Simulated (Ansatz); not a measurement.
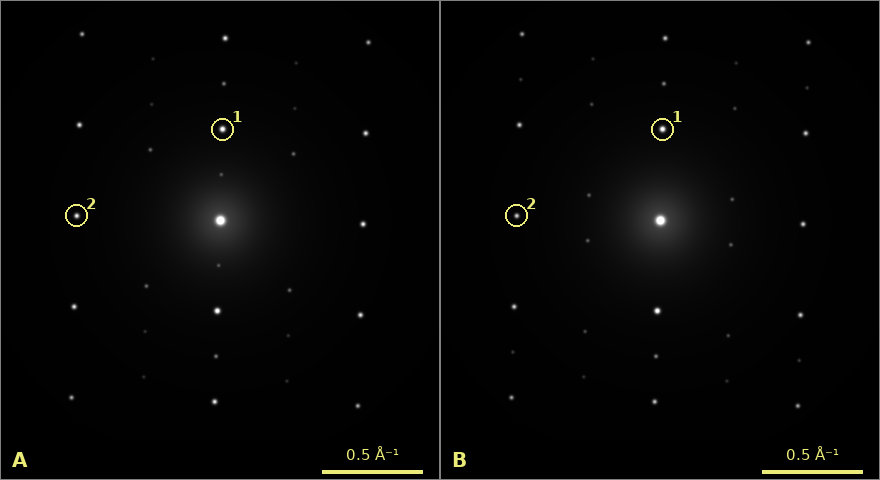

Kinematic electron diffraction patterns (300 kV, B = 0.5 Å², same scale) along [111] of the run's own cell, for the start and the end of one relaxation of Lu3TlF6 with DFT, PAW plane waves, pbe (Ansatz). k mesh 6×6×6. The start is a generated model structure, and the relaxation ends in the nearest stationary point of its symmetry, not necessarily the ground state. Spot 1 is -2 2 0 and spot 2 is -1 -1 2 in both.

Start structure:

```yaml
crystal:
  lattice:
    - [0.00000, 6.17870, 0.00000]
    - [6.17870, 0.00000, 0.00000]
    - [3.08935, 3.08935, -4.38606]
  atoms:
    - { symbol: F, position: [0.00000, 0.29000, 0.00000] }
    - { symbol: F, position: [0.29000, 0.00000, 0.00000] }
    - { symbol: F, position: [0.00000, 0.71000, 0.00000] }
    - { symbol: F, position: [0.71000, 0.00000, 0.00000] }
    - { symbol: Tl, position: [0.00000, 0.00000, 0.00000] }
    - { symbol: F, position: [0.21000, 0.21000, 0.58000] }
    - { symbol: F, position: [0.79000, 0.79000, 0.42000] }
    - { symbol: Lu, position: [0.50000, 0.50000, 0.00000] }
    - { symbol: Lu, position: [0.75000, 0.25000, 0.50000] }
    - { symbol: Lu, position: [0.25000, 0.75000, 0.50000] }
```

**Which pattern belongs to the start structure, and which to the relaxed one?**

A is the start: its cell gives d(1) = 2.185 Å, d(2) = 1.386 Å and an angle of 90.0°. The spot positions hardly differ, so the intensities decide: those computed from the start structure match A, and B is the relaxed structure.

**Name reflections whose intensity changes strongly on relaxation.**

1 -2 1 fades out of sight; 1 0 -1 comes into sight; 4 -4 0 goes from 41 to 21 % of the strongest spot.

**What did the relaxation do to the structure and the energy?**

The cell was held fixed; with the mean shift removed, the atoms moved by up to 0.54 Å relative to the cell (F most); the space group stayed I4/mmm (No. 139); the free energy fell by 1100 meV an atom.
